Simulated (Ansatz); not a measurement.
# Sn (beta-Sn type, space group I4_1/amd): map of one atom of the cell

Starting cell, Sn (beta-Sn type, space group I4_1/amd):

```xyz
2
Lattice="-2.9166 2.9166 1.5790 2.9166 -2.9166 1.5790 2.9166 2.9166 -1.5790" Properties=species:S:1:pos:R:3 pbc="T T T"
Sn     0.0000     2.9166     0.7895
Sn     0.0000     0.0000     0.0000
```

In this cell atom 2 (Sn, nearest neighbour Sn at 3.022 Å; its periodic images, 3.2 Å or more away, move with it) is moved by u·(0.707, 0.707, 0.000) + v·(0.000, 0.000, 1.000); the rest is frozen.

The numbers are results of PBEsol (plane waves to 420 eV, PAW, scalar-relativistic; Ansatz, a quantum-chemistry and plane-wave program), not measurements. k mesh 13×13×13 (Γ-centred), Fermi-Dirac smearing 0.05 eV. Energies are smeared free energies. With partly filled bands, energies and forces of such displacements shift with the k mesh and the smearing. Sn was relaxed with its symmetry unable to fall. The PAW data are Ansatz's earlier set. The zero of ΔE is the undisplaced structure. Axes are in Å.

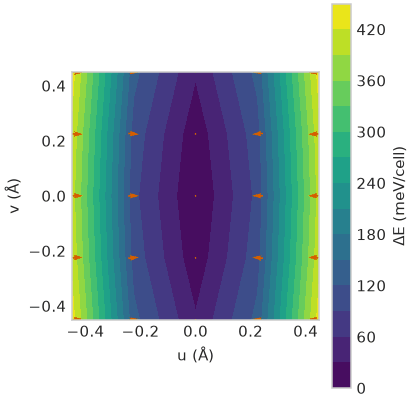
Figure: ΔE (meV/cell) over the plane, with arrows for the in-plane force on the moved atom.

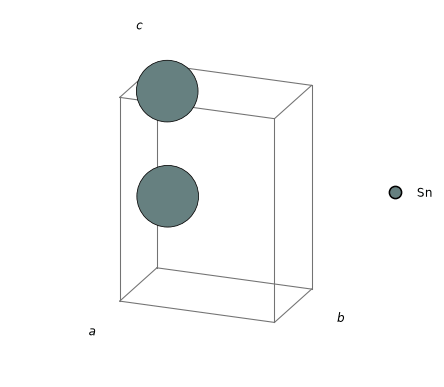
*The cell of the calculation at u = -0.450 Å, v = 0.450 Å.*

Lowest place on the grid: u = 0.000 Å, v = 0.000 Å (0 meV/cell). Principal force constants in the plane (five-point differences of the forces): 0.4 and 3.8 eV/Å². Centre of the map: a minimum. Highest place on the grid, met at several equal points: u = -0.450 Å, v = -0.450 Å; u = 0.450 Å, v = -0.450 Å; u = -0.450 Å, v = 0.450 Å; u = 0.450 Å, v = 0.450 Å (434 meV/cell). Softest direction at the centre: along v.

(A displaced cell: forces are minus the slopes of the energy, force constants its curvatures, and phonons follow from these.)
